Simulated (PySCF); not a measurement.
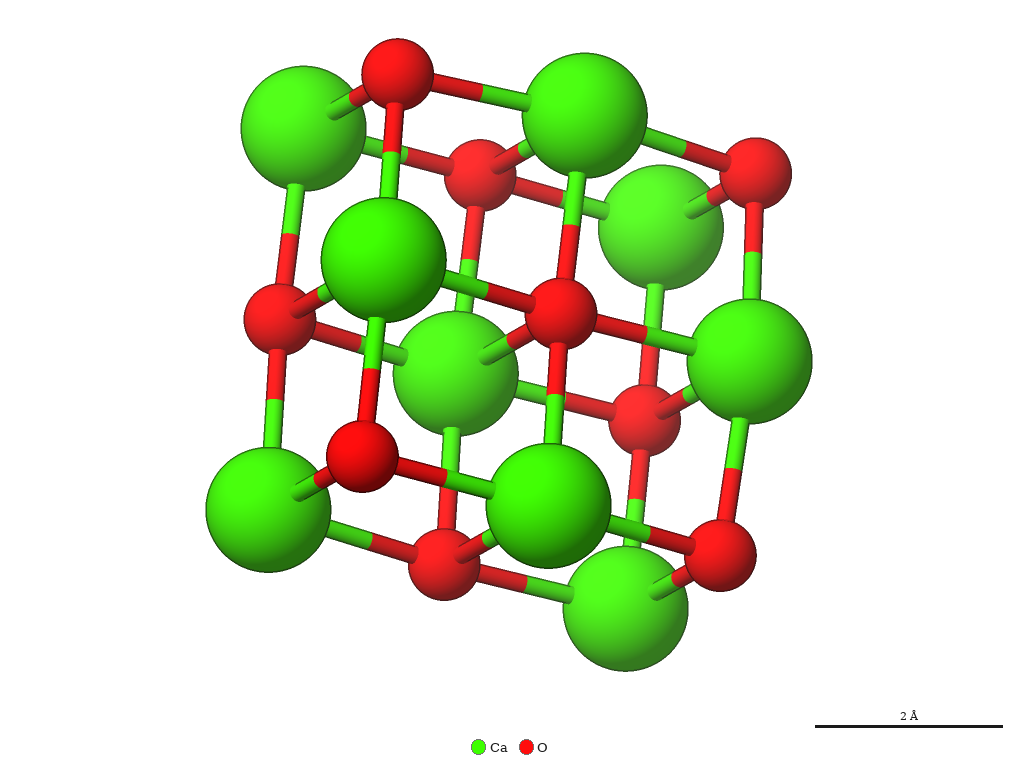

Rendered structure (ball-and-stick style).

The geometry was computed by an optimisation with GFN2-xTB. No frequency run is at hand to confirm it as a minimum.

> What is the molecular formula?

Ca₉O₉, 18 atoms: 9 calcium and 9 oxygen.

> Give the symmetry (Schoenflies symbol).

C4v.

More results for the same structure follow; atom numbers are the same in all pictures, views and colours differ.

**Bond orders**

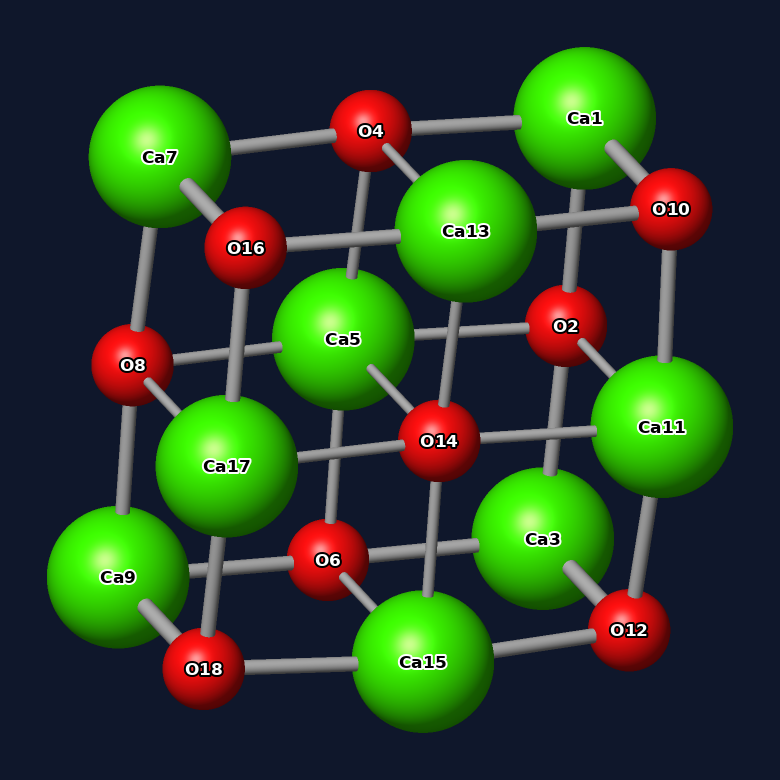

The thickness of each stick grows with its Mayer bond order. No frequency run is at hand to confirm it as a minimum. Level of theory: ωB97X-D/def2-SVP (PySCF 2.14.0).

> Which bond has the highest Mayer bond order?

Ca1–O10 and Ca3–O12 and Ca7–O16 and Ca9–O18, 0.75, at a length of 2.114 Å.

List the Mayer bond orders of O2–Ca5, Ca5–O14, Ca1–O2, O2–Ca11, Ca1–O10, Ca11–O14, O10–Ca11 (one bond of each equivalent set).

```json
{"bond": "O2–Ca5", "Mayer order": "0.41", "length (Å)": "2.248"}
{"bond": "Ca5–O14", "Mayer order": "0.28", "length (Å)": "2.356"}
{"bond": "Ca1–O2", "Mayer order": "0.60", "length (Å)": "2.199"}
{"bond": "O2–Ca11", "Mayer order": "0.32", "length (Å)": "2.338"}
{"bond": "Ca1–O10", "Mayer order": "0.75", "length (Å)": "2.114"}
{"bond": "Ca11–O14", "Mayer order": "0.40", "length (Å)": "2.255"}
{"bond": "O10–Ca11", "Mayer order": "0.62", "length (Å)": "2.210"}
```

**Electronic properties**

No frequency run is at hand to confirm it as a minimum. Properties computed with ωB97X-D/def2-SVP, gas phase (PySCF 2.14.0). Excitations: vertical, Tamm–Dancoff approximation.

> What is the brightest of the 6 lowest singlets?

4.09 eV.

> Estimate the mean static polarisability.

212.9 bohr³.

> Estimate the dipole moment.

8.60 D.

> What is the lowest vertical singlet excitation?

4.04 eV.

**Charges**

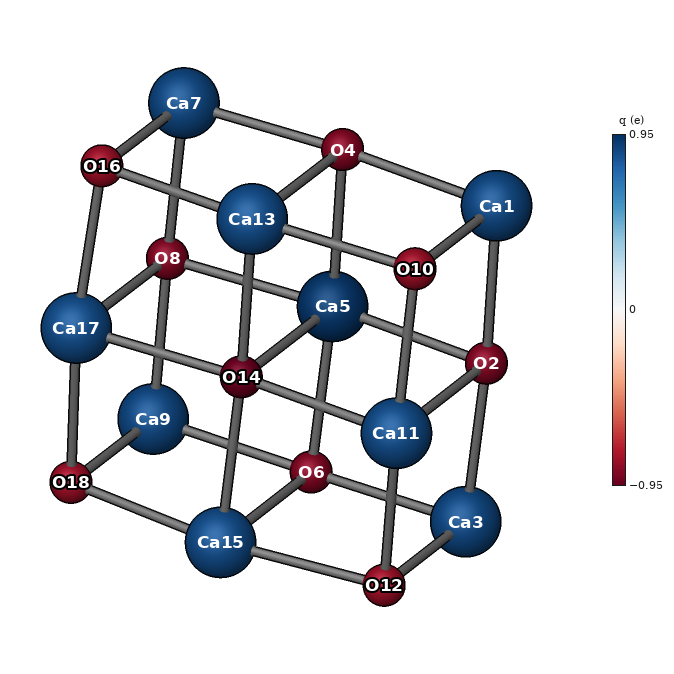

Atoms are coloured by their Mulliken charges. No frequency run is at hand to confirm it as a minimum. Properties computed with ωB97X-D/def2-SVP, gas phase (PySCF 2.14.0).

List the Mulliken charges.

| atom | value (e) |
| --- | --- |
| Ca1 | 0.86 |
| O2 | −0.88 |
| Ca3 | 0.86 |
| O4 | −0.88 |
| Ca5 | 0.92 |
| O6 | −0.88 |
| Ca7 | 0.86 |
| O8 | −0.88 |
| Ca9 | 0.86 |
| O10 | −0.82 |
| Ca11 | 0.84 |
| O12 | −0.82 |
| Ca13 | 0.84 |
| O14 | −0.94 |
| Ca15 | 0.84 |
| O16 | −0.82 |
| Ca17 | 0.84 |
| O18 | −0.82 |

Mulliken values depend strongly on the basis set and can even reverse the polarity of a bond. The geometry is semi-empirical. Around Ca such bond lengths and angles can be off by a tenth of an ångström or more and by several degrees, and values that hang on the shape move with them.
